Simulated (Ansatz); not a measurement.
# Tl2S (model cell, started as cuprite): phonons and vibrational spectra

Task: relax Tl2S (model cell, started as cuprite), then find its harmonic phonons.

Program: Ansatz 0.2.0. Level of theory: DFT PBEsol, scalar-relativistic, plane waves, PAW. Results are calculated unless marked as measured.

The structure was built from a prototype and need not be the compound's stable phase.

**1. Starting point**

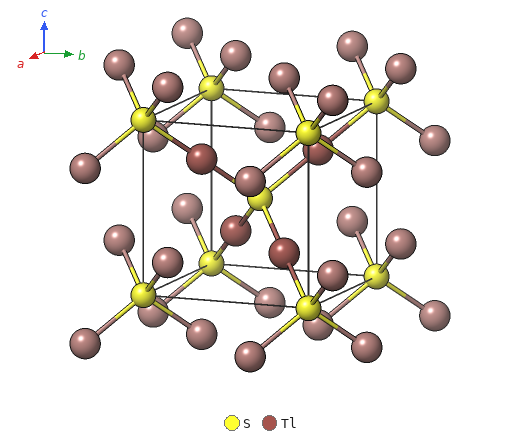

The starting structure, seen slightly off an axis (sulfur yellow, thallium brown). Some periodic images of atoms are drawn too.

**2. Relaxation, smearing width 0.01 eV**

The cell and atoms are relaxed, since residual forces and stress would shift the frequencies.

input.yaml reads:

```yaml
crystal:
  lattice:
    - [6.78779, 0.0, 0.0]
    - [0.0, 6.78779, 0.0]
    - [0.0, 0.0, 6.78779]
  atoms:
    - { symbol: S, position: [0.0, 0.0, 0.0] }
    - { symbol: S, position: [0.5, 0.5, 0.5] }
    - { symbol: Tl, position: [0.25, 0.25, 0.25] }
    - { symbol: Tl, position: [0.75, 0.75, 0.25] }
    - { symbol: Tl, position: [0.75, 0.25, 0.75] }
    - { symbol: Tl, position: [0.25, 0.75, 0.75] }
kpoints:
  mp_grid: { grid: [6, 6, 6] }
hamiltonian:
  xc: pbesol
scf:
  occupations: { method: gaussian, width: 0.01 }
output:
  forces: true
  stress: true
  eigenvalues: true
relax:
  adjacent_minimum: "off"
  f_tol: 0.005
  max_steps: 80
  cell: { stress_tol: 0.05 }
```

The run is started by

```bash
ansatz run input.yaml --threads 8 --pin off --max-ram 14336MiB --backend cpu --events-out ev --progress --plain --runs-dir out
```

Numbers of over 12 decimals in the logs are rounded to 6 here.

Output:

```text
Engine: ansatz 0.2.0, aarch64-unknown-linux-gnu
Pseudopotentials: kind: paw
Pseudopotential: S, paw, valence charge 6, recommended cutoff 420 eV (normal), S.paw.azcp
Pseudopotential: Tl, paw, valence charge 13, recommended cutoff 420 eV (normal), Tl.paw.azcp
Functional definition: PBEsol
  exchange = pbesol_x
  correlation = pbesol_c
Crystal: 6 atoms, lattice volume = 312.741 Å³
Basis set: ecut = 420 eV, 6043 PW (Γ), exchange–correlation on 96×96×96 points (8 copies of the dense FFT grid, shifted against one another)
Bands: 39, of which v1, the nominal top of the filled ones, is band 32 counted from 1 (31 counted from 0)
Symmetry: 48 space group operations
Space group: Pn-3m (ITA 224), of the structure as read, at distance tolerance 6.8e-5 Å
k-points: 20 of 216
Non-local potential: S, projectors of the file, l = 0: 2, l = 1: 2, l = 2: 2
Non-local potential: Tl, projectors of the file, l = 0: 2, l = 1: 2, l = 2: 2, l = 3: 1
PAW form: soft (Blöchl's): semilocal exchange-correlation on the pseudo side does not see the compensation charge
PAW frozen core: S, regenerated for the run's functional, and the local potential with it (the file was generated under x = pbe(κ = 0.804, μ = 0.219515), c = pbe(β = 0.066725))
PAW frozen core: Tl, regenerated for the run's functional, and the local potential with it (the file was generated under x = pbe(κ = 0.804, μ = 0.219515), c = pbe(β = 0.066725))
PAW one-centre angular grid: S, 110 points (default); XC on 64 Gauss nodes
PAW one-centre angular grid: Tl, 590 points (default); XC on 64 Gauss nodes
Initial density: superposition of atomic densities (neutral atoms: chi_scale 0, normalization atom), corrected by the library's trained network
Initial wavefunctions: pseudopotential atomic-orbital guess
Functional: x = pbesol(κ = 0.804, μ = 0.123457), c = pbesol(β = 0.046)
SCF iter   1: F=—  HF=-46950.554616 eV  |F-HF|=—  |Δ(HF+E_count)|=         —  Δρ=2.62e-3  dr2=4.64e-2  ethr=1.77e-3  ⟨swp⟩=7.4  Hψ=3219  notcnv=0
preconditioner: auto → Resta (q_TF=auto, 2.094 Å⁻¹)  ε∞=3.5  [insulator: Δε(μ)=0.145 eV  Ē_g=10.565 eV  σ=0.010 eV  W_gap=1.00  n_scr=56 (ndim 8)  ℏωp=16.8 eV  f_vac=0.210  D(μ)=0.00/eV (n_scr^D=0)  ε∞_Penn≈3.5]
SCF iter   2: F=—  HF=-46950.561149 eV  |F-HF|=—  |Δ(HF+E_count)|=   6.53e-3  Δρ=1.45e-3  dr2=1.10e-2  ethr=7.25e-5  ⟨swp⟩=2.0  Hψ=1514  notcnv=0  defer=38
SCF iter   3: F=—  HF=-46950.570013 eV  |F-HF|=—  |Δ(HF+E_count)|=   8.86e-3  Δρ=7.13e-4  dr2=5.07e-3  ethr=1.72e-5  ⟨swp⟩=2.9  Hψ=1042  notcnv=0  defer=38
SCF iter   4: F=—  HF=-46950.575614 eV  |F-HF|=—  |Δ(HF+E_count)|=   5.60e-3  Δρ=1.53e-4  dr2=1.46e-4  ethr=7.93e-6  ⟨swp⟩=3.0  Hψ=1146  notcnv=0  defer=38
SCF iter   5: F=—  HF=-46950.576048 eV  |F-HF|=—  |Δ(HF+E_count)|=   4.34e-4  Δρ=4.45e-5  dr2=8.37e-6  ethr=2.29e-7  ⟨swp⟩=3.0  Hψ=1462  notcnv=0  defer=38
SCF iter   6: F=—  HF=-46950.576132 eV  |F-HF|=—  |Δ(HF+E_count)|=   8.38e-5  Δρ=1.03e-5  dr2=6.22e-7  ethr=1.31e-8  ⟨swp⟩=2.0  Hψ=1347  notcnv=0  defer=38
SCF iter   7: F=-46950.576133 eV  HF=-46950.576133 eV  |F-HF|=7.22e-8  |Δ(HF+E_count)|=   1.69e-6  Δρ=2.70e-6  dr2=3.62e-8  ethr=1.56e-10  ⟨swp⟩=10.6  Hψ=3673  notcnv=0
SCF 1 converged in 7 iterations: F = -46950.576133 eV  dr2 = 3.62e-8
  greatest PAW one-centre occupation: 0.967 electrons in one spin orbital (limit 2), on the Tl atom at site 3 (counted from 0), in its partial waves of l = 2
relax step   1: F+E_penalty+E_count = -46950.57613341 eV  Δ(F+E_penalty+E_count) = +0.000e0 eV  max|allowed force component| = 7.228e-20 eV/Å  Δτ_max = 0.0000 Å  P = -0.726 GPa  Ω = 312.741 Å³  (7 SCF iters, dr2 threshold 1.00e-7 eV, accepted)
Crystal: 6 atoms, lattice volume = 302.501 Å³
Basis set: ecut = 420 eV, 5887 PW (Γ), exchange–correlation on 96×96×96 points (8 copies of the dense FFT grid, shifted against one another)
Initial density: handed on by an earlier stage of this run
Initial wavefunctions: those handed on with the density
iter 1 solved again at ethr=2.91e-6 eV; its pass at ethr=3.10e-3 eV (dr2=1.86e-3 eV) is discarded
SCF iter   1: F=—  HF=-46950.612796 eV  |F-HF|=—  |Δ(HF+E_count)|=         —  Δρ=5.29e-4  dr2=2.24e-3  ethr=2.91e-6  ⟨swp⟩=2.5  Hψ=3968  notcnv=0
preconditioner: auto → Resta (q_TF=auto, 2.106 Å⁻¹)  ε∞=3.6  [insulator: Δε(μ)=0.020 eV  Ē_g=10.601 eV  σ=0.010 eV  W_gap=0.83  n_scr=56 (ndim 8)  ℏωp=17.1 eV  f_vac=0.237  D(μ)=0.98/eV (n_scr^D=0)  ε∞_Penn≈3.6]
SCF iter   2: F=—  HF=-46950.612491 eV  |F-HF|=—  |Δ(HF+E_count)|=   3.06e-4  Δρ=2.49e-4  dr2=2.78e-4  ethr=2.91e-6  ⟨swp⟩=2.0  Hψ=915  notcnv=0
SCF iter   3: F=—  HF=-46950.612513 eV  |F-HF|=—  |Δ(HF+E_count)|=   2.23e-5  Δρ=1.22e-4  dr2=5.80e-5  ethr=4.34e-7  ⟨swp⟩=2.0  Hψ=900  notcnv=0
SCF iter   4: F=—  HF=-46950.612545 eV  |F-HF|=—  |Δ(HF+E_count)|=   3.22e-5  Δρ=1.85e-5  dr2=2.26e-6  ethr=9.06e-8  ⟨swp⟩=2.0  Hψ=982  notcnv=0
SCF iter   5: F=—  HF=-46950.612550 eV  |F-HF|=—  |Δ(HF+E_count)|=   5.37e-6  Δρ=8.80e-6  dr2=7.12e-7  ethr=9.37e-10  ⟨swp⟩=7.0  Hψ=3450  notcnv=0
SCF iter   6: F=-46950.612550 eV  HF=-46950.612550 eV  |F-HF|=1.72e-9  |Δ(HF+E_count)|=   5.75e-9  Δρ=2.20e-6  dr2=2.22e-8  ethr=9.37e-10  ⟨swp⟩=4.9  Hψ=2716  notcnv=0
SCF 2 converged in 6 iterations: F = -46950.612550 eV  dr2 = 2.22e-8
  greatest PAW one-centre occupation: 0.967 electrons in one spin orbital (limit 2), on the Tl atom at site 4 (counted from 0), in its partial waves of l = 2
relax step   2: F+E_penalty+E_count = -46950.61255039 eV  Δ(F+E_penalty+E_count) = -3.642e-2 eV  max|allowed force component| = 8.818e-18 eV/Å  Δτ_max = 0.0000 Å  P = -0.374 GPa  Ω = 302.501 Å³  energy of the carried Pulay correction = +9.720e-4 eV  (6 SCF iters, dr2 threshold 6.00e-7 eV, accepted)
Crystal: 6 atoms, lattice volume = 292.336 Å³
Basis set: ecut = 420 eV, 5695 PW (Γ), exchange–correlation on 96×96×96 points (8 copies of the dense FFT grid, shifted against one another)
iter 1 solved again at ethr=6.48e-6 eV; its pass at ethr=3.10e-3 eV (dr2=4.15e-3 eV) is discarded
SCF iter   1: F=—  HF=-46950.626262 eV  |F-HF|=—  |Δ(HF+E_count)|=         —  Δρ=7.43e-4  dr2=4.81e-3  ethr=6.48e-6  ⟨swp⟩=2.4  Hψ=3935  notcnv=0
preconditioner: auto → LDOS  [metal: Δε(μ)=0.007 eV  Ē_g=10.630 eV  σ=0.010 eV  W_gap=0.35  n_scr=56 (ndim 8)  ℏωp=17.4 eV  f_vac=0.218  D(μ)=2.52/eV (n_scr^D=6)  β→1.0]
SCF iter   2: F=—  HF=-46950.625669 eV  |F-HF|=—  |Δ(HF+E_count)|=   5.93e-4  Δρ=4.51e-4  dr2=1.51e-3  ethr=6.48e-6  ⟨swp⟩=2.5  Hψ=1317  notcnv=0
SCF iter   3: F=—  HF=-46950.625381 eV  |F-HF|=—  |Δ(HF+E_count)|=   2.88e-4  Δρ=9.08e-5  dr2=1.83e-5  ethr=2.37e-6  ⟨swp⟩=2.7  Hψ=1422  notcnv=0
SCF iter   4: F=—  HF=-46950.625422 eV  |F-HF|=—  |Δ(HF+E_count)|=   4.15e-5  Δρ=1.87e-5  dr2=1.55e-6  ethr=2.86e-8  ⟨swp⟩=2.0  Hψ=1414  notcnv=0
SCF iter   5: F=-46950.625422 eV  HF=-46950.625422 eV  |F-HF|=6.16e-9  |Δ(HF+E_count)|=   1.97e-7  Δρ=2.93e-6  dr2=6.30e-8  ethr=5.46e-10  ⟨swp⟩=6.0  Hψ=3392  notcnv=0
SCF 3 converged in 5 iterations: F = -46950.625422 eV  dr2 = 6.30e-8
  greatest PAW one-centre occupation: 0.966 electrons in one spin orbital (limit 2), on the Tl atom at site 5 (counted from 0), in its partial waves of l = 2
relax step   3: F+E_penalty+E_count = -46950.62542196 eV  Δ(F+E_penalty+E_count) = -1.287e-2 eV  max|allowed force component| = 1.417e-17 eV/Å  Δτ_max = 0.0000 Å  P = +0.011 GPa  Ω = 292.336 Å³  energy of the carried Pulay correction = +1.993e-3 eV  (5 SCF iters, dr2 threshold 3.49e-7 eV, accepted)
Basis set: ecut = 420 eV, 5695 PW (Γ), exchange–correlation on 90×90×90 points (8 copies of the dense FFT grid, shifted against one another)
Initial wavefunctions: pseudopotential atomic-orbital guess (no wavefunctions were taken with the density)
iter 1 solved again at ethr=3.56e-8 eV; its pass at ethr=3.10e-3 eV (dr2=2.28e-5 eV) is discarded
SCF iter   1: F=—  HF=-46950.623571 eV  |F-HF|=—  |Δ(HF+E_count)|=         —  Δρ=7.02e-5  dr2=2.67e-6  ethr=3.56e-8  ⟨swp⟩=3.7  Hψ=5480  notcnv=0
preconditioner: auto → LDOS  [insulator: Δε(μ)=0.064 eV  Ē_g=10.634 eV  σ=0.010 eV  W_gap=0.53  n_scr=56 (ndim 8)  ℏωp=17.4 eV  f_vac=0.220  D(μ)=2.65/eV (n_scr^D=6)  ε∞_Penn≈3.7  β→1.0]
SCF iter   2: F=—  HF=-46950.623533 eV  |F-HF|=—  |Δ(HF+E_count)|=   3.81e-5  Δρ=2.25e-5  dr2=1.26e-6  ethr=4.18e-9  ⟨swp⟩=2.0  Hψ=1422  notcnv=0
SCF iter   3: F=—  HF=-46950.623532 eV  |F-HF|=—  |Δ(HF+E_count)|=   5.71e-7  Δρ=4.34e-6  dr2=3.81e-8  ethr=1.97e-9  ⟨swp⟩=2.1  Hψ=1314  notcnv=0
SCF iter   4: F=—  HF=-46950.623532 eV  |F-HF|=—  |Δ(HF+E_count)|=   4.83e-9  Δρ=5.92e-7  dr2=5.84e-10  ethr=5.96e-11  ⟨swp⟩=2.0  Hψ=1404  notcnv=0
SCF iter   5: F=-46950.623532 eV  HF=-46950.623532 eV  |F-HF|=2.91e-11  |Δ(HF+E_count)|=  1.75e-10  Δρ=1.02e-7  dr2=1.16e-11  ethr=1.00e-12  ⟨swp⟩=4.2  Hψ=2791  notcnv=0
SCF 4 converged in 5 iterations: F = -46950.623532 eV  dr2 = 1.16e-11
relax step   4: F+E_penalty+E_count = -46950.62353249 eV  Δ(F+E_penalty+E_count) = +1.889e-3 eV  max|allowed force component| = 1.243e-17 eV/Å  Δτ_max = 0.0000 Å  P = +0.008 GPa  Ω = 292.336 Å³  stress off target by 7.61e-3 GPa  SCF on the basis re-selected at this cell (its energy is not comparable with the rows above)  (5 SCF iters)
basis re-selected at this cell: Δ(F+E_penalty+E_count) = +1.889e-3 eV, ΔP = -0.003 GPa vs the last step (what re-selecting the basis moved, of the pressure what is left beyond the Pulay correction that the steps carried, after the strain that the cell walked since its last selection, with what the two solves' SCF thresholds leave and, on support functions, any second-order correction that the steps lacked; it is no measure of the basis error at this ecutwfc). The dense FFT grid was sized anew with the basis: this SCF ran on 45×45×45 points, the steps before it on 48×48×48, so part of this shift can come from that change (see relax.cell in the input reference). [rest of the remark cut]
SCF converged after 5 iterations
Free energy (F): -46950.623532 eV
Harris-Foulkes:  -46950.623532 eV  (|F-HF|=2.91e-11)
Internal energy: -46950.623400 eV  (E = F + TS)
E sigma→0 (E₀):  -46950.623466 eV
Entropy (-TS):   -0.000132 eV (-0.022 meV/atom)
Fermi energy:    3.023788 eV
--- Per-component energies (eV) ---
  E_band       = -360.938800
  E_kinetic    = 1537.000363
  E_local      = -5739.419729  (includes V_loc(G=0)·N_el)
  E_nonlocal   = 1337.063623
  E_hartree    = 2167.718913
  E_xc         = -1103.920490
  E_vxc        = -737.451361  (∫ρ·V_xc dr)
  E_paw        = -41231.380258  (= ΣΔE_a)
  E_vpaw       = -1093.569490  (= ΣTr[D̂ρ^β])
  E_aug_tail   = 0.000135  (compensation charges beyond the density's cutoff)
  E_ewald      = -3917.962918
  E_core_change = 0.276959  (= ΣΔE_core)
  E_smearing   = -0.000132  (= −TS)
  E_closure    = -0.000000  (closes the sum)
  Σ components = -46950.623532   (vs F -46950.623532, Δ=0.00e0)
--- Forces (eV/Å), atoms counted from 1 ---
  atom   1  S      0.00000000     0.00000000     0.00000000
  atom   2  S     -0.00000000    -0.00000000    -0.00000000
  atom   3  Tl    -0.00000000    -0.00000000     0.00000000
  atom   4  Tl    -0.00000000    -0.00000000     0.00000000
  atom   5  Tl     0.00000000     0.00000000     0.00000000
  atom   6  Tl     0.00000000     0.00000000    -0.00000000
  max |Σ_I F_I| component: 6.73e-29 eV/Å
--- Stress (GPa, compression-positive) ---
        0.007609       0.000000      -0.000000
        0.000000       0.007609       0.000000
       -0.000000       0.000000       0.007609
  P = ⅓ Tr σ = 0.0076 GPa (0.076 kbar)
--- Band table (eV; the first three rows and the last of 20) ---
  k-point 0: bands = [... 28 lower, 0.6702, 2.9887, 2.9887, 3.0177, 3.0177, 3.0177, 5.3795, 5.3795, ... 3 higher]
  k-point 1: bands = [... 28 lower, 0.8534, 2.8179, 2.9488, 2.9488, 3.0873, 3.2173, 5.0632, 5.4108, ... 3 higher]
  k-point 2: bands = [... 28 lower, 1.3098, 2.4233, 2.8305, 2.8305, 3.3781, 3.6934, 4.4430, 5.2373, ... 3 higher]
  k-point 19: bands = [... 28 lower, 0.3484, 3.0233, 3.0233, 3.0233, 3.7461, 3.7461, 3.7461, 5.6991, ... 3 higher]
--- Relaxed structure (3 steps of the walk, 3 accepted, 1 SCFs on fresh bases) ---
  F+E_penalty+E_count = -46950.62353249 eV   max|allowed force component| = 1.243e-17 eV/Å   (the final SCF, on the basis selected at the relaxed cell)
  cell:  # Å, volume = 292.3357 Å³
    - [6.636829, 0, 0]
    - [0, 6.636829, 0.0]
    - [0, 0.0, 6.636829]
  atoms:
    - { symbol: S, position: [0, 0, 0] }
    - { symbol: S, position: [0.5, 0.5, 0.5] }
    - { symbol: Tl, position: [0.25, 0.25, 0.25] }
    - { symbol: Tl, position: [0.75, 0.75, 0.25] }
    - { symbol: Tl, position: [0.75, 0.25, 0.75] }
    - { symbol: Tl, position: [0.25, 0.75, 0.75] }
```

Elapsed: 13 s, on 8 threads of Arm Neoverse N1, shared host; peak memory 1 GiB; 98 s of CPU time.

Relaxation path:

| step | energy less that of the first step (eV) | largest force component (eV/Å) | pressure (GPa) | volume (Å³) |
| --- | --- | --- | --- | --- |
| 1 | 0.0000 | 0.0000 | -0.73 | 312.74 |
| 2 | -0.0364 | 0.0000 | -0.37 | 302.50 |
| 3 | -0.0493 | 0.0000 | 0.01 | 292.34 |
| 4* | -0.0474 | 0.0000 | 0.01 | 292.34 |

Relaxation steps marked * repeat the geometry before them on a plane-wave basis chosen anew for their cell, so energy and pressure can jump there.

The run keeps the 48 symmetry operations that it works with, so distortions that break them were not tested.

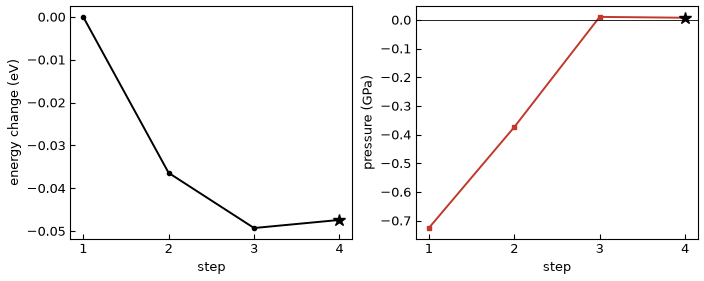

Energy and pressure along the relaxation. Stars mark steps on a basis chosen anew.

| conventional cell, symmetrised | before | after | change |
| --- | --- | --- | --- |
| a (Å) | 6.788 | 6.637 | -2.2 % |
| b (Å) | 6.788 | 6.637 | -2.2 % |
| c (Å) | 6.788 | 6.637 | -2.2 % |
| volume (Å³/atom) | 52.12 | 48.72 | -6.5 % |

Final coordinates:

```cif
data_structure
_symmetry_space_group_name_H-M 'P 1'
_symmetry_Int_Tables_number 1
_cell_length_a 6.6368
_cell_length_b 6.6368
_cell_length_c 6.6368
_cell_angle_alpha 90.000
_cell_angle_beta 90.000
_cell_angle_gamma 90.000
_cell_volume 292.34
loop_
_atom_site_label
_atom_site_type_symbol
_atom_site_fract_x
_atom_site_fract_y
_atom_site_fract_z
_atom_site_occupancy
S1 S 0.00000 0.00000 0.00000 1
S2 S 0.50000 0.50000 0.50000 1
Tl3 Tl 0.25000 0.25000 0.25000 1
Tl4 Tl 0.75000 0.75000 0.25000 1
Tl5 Tl 0.75000 0.25000 0.75000 1
Tl6 Tl 0.25000 0.75000 0.75000 1
```

Numbers from this step:

| Quantity | Value |
| --- | --- |
| pressure | 0.007609 GPa |
| volume per atom | 48.72 Å³ |
| gap on the k-mesh | 0 eV |

In this step the volume went from 52.12 to 48.72 Å³/atom.

**3. Bringing the structure to rest, smearing width 0.1 eV**

The relaxation is repeated from its end, on the mesh and smearing that suit the cell and gap now reached.

input.yaml, the sections that differ from step 2:

```yaml
crystal:
  lattice:
    - [6.6368285313, 0.0, 0.0]
    - [0.0, 6.6368285313, 0.0]
    - [0.0, 0.0, 6.6368285313]
  atoms:
    - { symbol: S, position: [0.0, 0.0, 0.0] }
    - { symbol: S, position: [0.5, 0.5, 0.5] }
    - { symbol: Tl, position: [0.25, 0.25, 0.25] }
    - { symbol: Tl, position: [0.75, 0.75, 0.25] }
    - { symbol: Tl, position: [0.75, 0.25, 0.75] }
    - { symbol: Tl, position: [0.25, 0.75, 0.75] }
scf:
  occupations: { method: gaussian, width: 0.1 }
output:
  forces: true
  stress: true
  eigenvalues: true
  write_density: true
  write_potential: true
  elf: true
  volumetric_format: npy
# kpoints, hamiltonian, relax: as in step 2
```

Output:

```text
[...]
Crystal: 6 atoms, lattice volume = 292.336 Å³
Basis set: ecut = 420 eV, 5695 PW (Γ), exchange–correlation on 90×90×90 points (8 copies of the dense FFT grid, shifted against one another)
Bands: 39, of which v1, the nominal top of the filled ones, is band 32 counted from 1 (31 counted from 0)
Symmetry: 48 space group operations
[...]
k-points: 20 of 216
[...]
cell:  # Å, volume = 292.3357 Å³
    - [6.6368285313, 0.0, 0.0]
    - [0.0, 6.6368285313, 0.0]
    - [0.0, 0.0, 6.6368285313]
  atoms:
    - { symbol: S, position: [0.0, 0.0, 0.0] }
    - { symbol: S, position: [0.5, 0.5, 0.5] }
    - { symbol: Tl, position: [0.25, 0.25, 0.25] }
    - { symbol: Tl, position: [0.75, 0.75, 0.25] }
    - { symbol: Tl, position: [0.75, 0.25, 0.75] }
    - { symbol: Tl, position: [0.25, 0.75, 0.75] }
[key lines of the parts left out:]
SCF converged after 5 iterations
Free energy (F): -46950.626269 eV
Fermi energy:    3.050676 eV
P = ⅓ Tr σ = -0.0110 GPa (-0.110 kbar)
```

It took 6.9 s on 8 threads; peak memory 0.95 GiB; 51 s of CPU time.

Little changed from the start: no atom moved by 0.005 Å and no cell edge by 0.1 %.

Numbers from this step:

```
pressure : -0.01103 GPa
```

In this step the volume went from 48.72 to 48.72 Å³/atom.

**4. Tight relaxation**

Phonons need a cell at rest on their own settings, so the relaxation is repeated with tight tolerances on forces and stress on the k mesh and occupations of the first response run.

input.yaml, the sections that differ from step 3:

```yaml
scf:
  occupations: { method: methfessel_paxton, width: 0.2 }
output:
  forces: true
  stress: true
  eigenvalues: true
relax:
  adjacent_minimum: "off"
  f_tol: 0.001
  max_steps: 60
  cell: { stress_tol: 0.01 }
# crystal, kpoints, hamiltonian: as in step 3
```

Output:

```text
[...]
Crystal: 6 atoms, lattice volume = 292.336 Å³
Basis set: ecut = 420 eV, 5695 PW (Γ), exchange–correlation on 90×90×90 points (8 copies of the dense FFT grid, shifted against one another)
Bands: 39, of which v1, the nominal top of the filled ones, is band 32 counted from 1 (31 counted from 0)
Symmetry: 48 space group operations
[...]
k-points: 20 of 216
[...]
cell:  # Å, volume = 292.3357 Å³
    - [6.6368285313, 0.0, 0.0]
    - [0.0, 6.6368285313, 0.0]
    - [0.0, 0.0, 6.6368285313]
  atoms:
    - { symbol: S, position: [0.0, 0.0, 0.0] }
    - { symbol: S, position: [0.5, 0.5, 0.5] }
    - { symbol: Tl, position: [0.25, 0.25, 0.25] }
    - { symbol: Tl, position: [0.75, 0.75, 0.25] }
    - { symbol: Tl, position: [0.75, 0.25, 0.75] }
    - { symbol: Tl, position: [0.25, 0.75, 0.75] }
[key lines of the parts left out:]
SCF converged after 6 iterations
Free energy (F): -46950.613227 eV
Fermi energy:    3.013351 eV
P = ⅓ Tr σ = -0.0049 GPa (-0.049 kbar)
```

The job ended after 6.6 s (8 threads; peak memory 0.96 GiB; 48 s of CPU time).

Little changed from the start: no atom moved by 0.005 Å and no cell edge by 0.1 %.

This step gave:

| Item | Value |
| --- | --- |
| pressure | -0.004885 GPa |

The forces vanish by symmetry and the pressure is -0.005 GPa, within the tolerances set. The cell now holds 48.72 Å³/atom.

(Part 1 of 2 ends here.)

[Logs are printed without paths, hosts, clocks, repeated set-up lines and the standing remarks that a program may print on its own settings, such as how far it seeks lower states.]

[Hosts, paths, dates, database ids (printed as entryN), source tags and the programs' standing remarks are cut or masked in the printed files.]
